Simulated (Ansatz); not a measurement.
# Calculations on C2H3NO

**1. Relaxation**

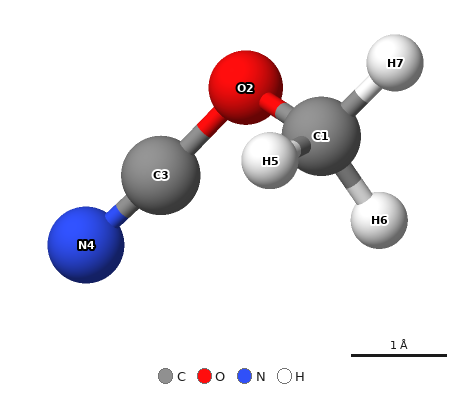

This is the input geometry for a relaxation of C₂H₃NO. The picture is a ball-and-stick view, seen from a free direction.

The run prepares an end point of a later path (torsion) calculation, from a guessed geometry.

Computed with RKS B3LYP-D4/STO-3G (Ansatz 0.2.0).

The input:
```yaml
crystal:
  periodic: [false, false, false]
  atoms:
    - { symbol: C, position_ang: [-0.2512, 0.6446, -0.2751] }
    - { symbol: O, position_ang: [0.9197, -0.0144, -0.1264] }
    - { symbol: C, position_ang: [0.6571, -1.1858, 0.4369] }
    - { symbol: "N", position_ang: [0.5477, -2.1986, 0.9499] }
    - { symbol: H, position_ang: [-0.9857, 0.1296, -0.9546] }
    - { symbol: H, position_ang: [-0.7712, 0.9034, 0.6813] }
    - { symbol: H, position_ang: [-0.0552, 1.6531, -0.7578] }
basis:
  gaussian: { orbitals: STO-3G }
hamiltonian:
  xc: b3lyp
  dispersion: d4
relax:
  f_tol: 0.015
  max_steps: 40
output:
  orbitals: {}
```

Launched with:
```bash
ansatz run input.yaml --threads 1 --pin off --max-ram 2048MiB --backend cpu --events-out ev --progress --plain --runs-dir out
```

What does the optimiser find from here?

Answer. N4 moves most after the best rigid fit: 0.13 Å. By element the largest moves are N 0.13 Å, C 0.11 Å, H 0.06 Å, O 0.04 Å. Some distances before and after: C1–O2 1.352 → 1.497 Å, C3–N4 1.141 → 1.205 Å, O2–C3 1.326 → 1.373 Å, C1–H7 1.135 → 1.106 Å. Among the angles between lasting bonds that change: H6–C1–H7 103.8° → 109.9°, H5–C1–H7 105.2° → 109.9°, O2–C1–H7 109.3° → 105.2°. After 6 geometry steps the energy has fallen by 19.0 kcal/mol. The largest force component goes from 8.1 to 0.0053 eV/Å.

History of the run:

| step | E − E(0), kcal/mol | largest force component, eV/Å |
| --- | --- | --- |
| 0 | 0.00 | 8.1087 |
| 1 | -17.10 | 2.2719 |
| 2 | -18.88 | 0.5876 |
| 3 | -18.97 | 0.3131 |
| 4 | -19.03 | 0.0635 |
| 5 | -19.04 | 0.0243 |
| 6 | -19.04 | 0.0053 |

Final geometry:

```xyz
7

C    -0.3233    0.7278   -0.3051
O     0.9580   -0.0257   -0.1246
C     0.6969   -1.2347    0.4712
N     0.5920   -2.3184    0.9884
H    -1.0221    0.1718   -0.9623
H    -0.8064    0.9301    0.6721
H    -0.0338    1.6810   -0.7855
```

The end point in the same view:

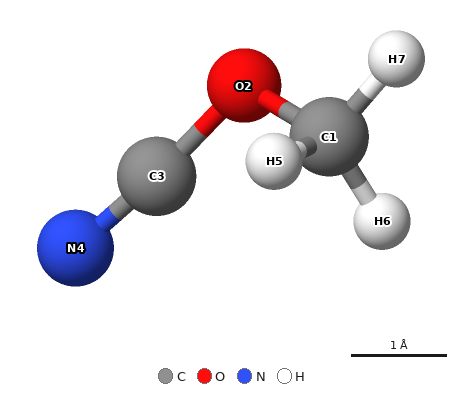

Limits of the set-up: STO-3G is a minimal basis, so the numbers are rough.

**2. Relaxation**

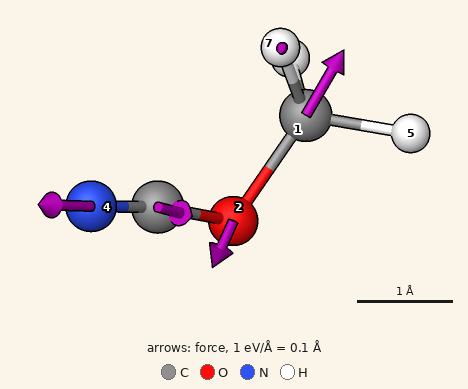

Starting geometry of C₂H₃NO with the computed forces as purple arrows. The picture is a ball-and-stick view, seen from a free direction.

The run prepares an end point of a later path (torsion) calculation, from a guessed geometry.

Level of theory: RKS B3LYP-D4/STO-3G (Ansatz 0.2.0).

Input file:
```yaml
crystal:
  periodic: [false, false, false]
  atoms:
    - { symbol: C, position_ang: [-0.2512, 0.6446, -0.2751] }
    - { symbol: O, position_ang: [0.9197, -0.0144, -0.1264] }
    - { symbol: C, position_ang: [1.88486, 0.76159, -0.60048] }
    - { symbol: "N", position_ang: [2.78318, 1.33037, -1.01329] }
    - { symbol: H, position_ang: [-0.9857, 0.1296, -0.9546] }
    - { symbol: H, position_ang: [-0.7712, 0.9034, 0.6813] }
    - { symbol: H, position_ang: [-0.0552, 1.6531, -0.7578] }
basis:
  gaussian: { orbitals: STO-3G }
hamiltonian:
  xc: b3lyp
  dispersion: d4
relax:
  f_tol: 0.015
  max_steps: 40
```

Command:
```bash
ansatz run input.yaml --threads 1 --pin off --max-ram 2048MiB --backend cpu --events-out ev --progress --plain --runs-dir out
```

Question: Is this structure relaxed? If not, where do the atoms go?

Answer: It isn't relaxed: the largest force vector, on N4, is 9.16 eV/Å. The final displacements have little in common with the starting forces (cosine between the two patterns 0.03). The atom that moves furthest after the best rigid fit is O2 (0.60 Å). By element the largest moves are O 0.60 Å, N 0.58 Å, H 0.52 Å, C 0.16 Å. Some distances before and after: C1–O2 1.352 → 1.497 Å, C3–N4 1.141 → 1.206 Å, O2–C3 1.326 → 1.373 Å, C1–H7 1.135 → 1.109 Å. Bond angles that change, for instance: O2–C1–H5 114.1° → 105.2°, H6–C1–H7 103.8° → 109.8°, H5–C1–H7 105.2° → 109.9°. Groups turn about C1–O2 by about 60°. After 13 accepted moves (14 points after the start) the energy has fallen by 1.013 eV. The largest force component goes from 7.2 to 0.0012 eV/Å. The line search rejected the trial step at point 9 of the run.

Limits of the set-up: STO-3G is a minimal basis, so the numbers are rough.

**3. Path**

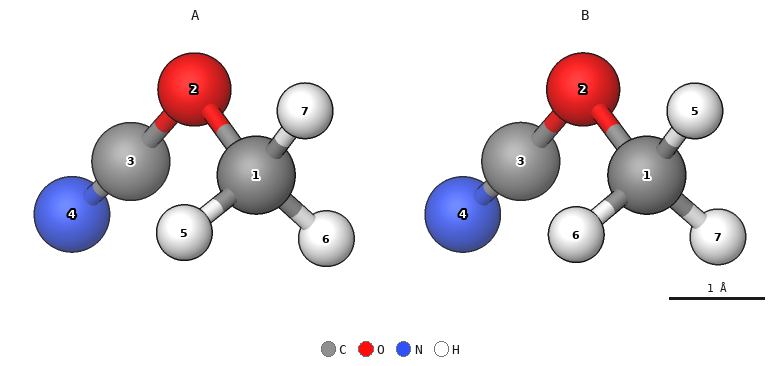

The two relaxed end points of a path for C2H3NO. The picture is a ball-and-stick view, seen from a free direction.

The calculation used RKS B3LYP-D4/STO-3G (Ansatz).

Settings: 5 movable images; climbing image; force threshold 0.05 eV/Å; iteration limit 60.

Start:
```xyz
7

C    -0.3233    0.7278   -0.3052
O     0.9580   -0.0257   -0.1245
C     0.6968   -1.2347    0.4713
N     0.5918   -2.3184    0.9886
H    -1.0220    0.1718   -0.9624
H    -0.8065    0.9301    0.6720
H    -0.0336    1.6810   -0.7856
```

End:
```xyz
7

C    -0.4009    0.6687   -0.3457
O     0.0116   -0.7444   -0.6204
C     0.6879   -1.2414    0.4663
N     1.2937   -1.7838    1.3562
H    -0.9314    0.9983   -1.2585
H    -1.0835    0.7207    0.5264
H     0.4837    1.3138   -0.1701
```

Predict the minimum-energy path and its barrier.

Answer. The two ends have the same energy, and the highest point, image 3, lies 6.1 kJ/mol above the start. The motion is a rotation about the C1–O2 bond by about 120°. No bond forms or breaks between the ends. Among the angles between lasting bonds that change up to the highest image: O2–C1–H5 111.0° → 107.6°, O2–C1–H7 105.2° → 107.6°. The band is converged. At the top, the vibrational analysis gives one imaginary mode (168i cm⁻¹), as a transition state must have.

Energies of the converged images:

| image | path (Å) | E (kJ/mol) |
| --- | --- | --- |
| 0 | 0.00 | 0.0 |
| 1 | 0.38 | 1.4 |
| 2 | 0.77 | 4.5 |
| 3 | 1.15 | 6.1 |
| 4 | 1.54 | 4.5 |
| 5 | 1.93 | 1.4 |
| 6 | 2.32 | 0.0 |

The geometry at the top of the path:

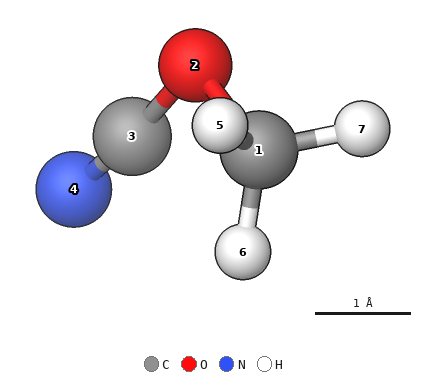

Limits of the set-up: STO-3G is a minimal basis, so the numbers are rough.

Cost: 55 s on 1 thread of Intel(R) Xeon(R) 6975P-C (Granite Rapids), on a shared host, peak memory 0.1 GiB.
